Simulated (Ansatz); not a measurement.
Consider SnTe in the rock salt structure (space group Fm-3m, No. 225; a = 6.370 Å).

The change: every lattice vector is stretched by 2.00 %, atoms relaxed at fixed cell.

Computed with r2SCAN, PAW, 500 eV (Ansatz, an electronic-structure program; no spin-orbit coupling).

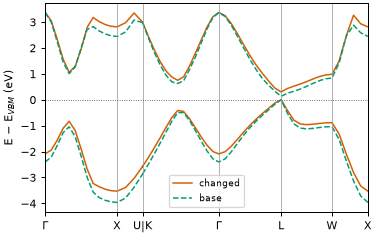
Highest valence and lowest conduction band along the path, each from its own valence-band maximum

Task: Read the changed gap and its character from the plot.

Result: About 0.3 eV, direct at L.

Spin-orbit coupling, missing from the scalar runs, can matter with Te. The cells carry an imposed strain or load. Whether these cells are dynamically stable was not tested.
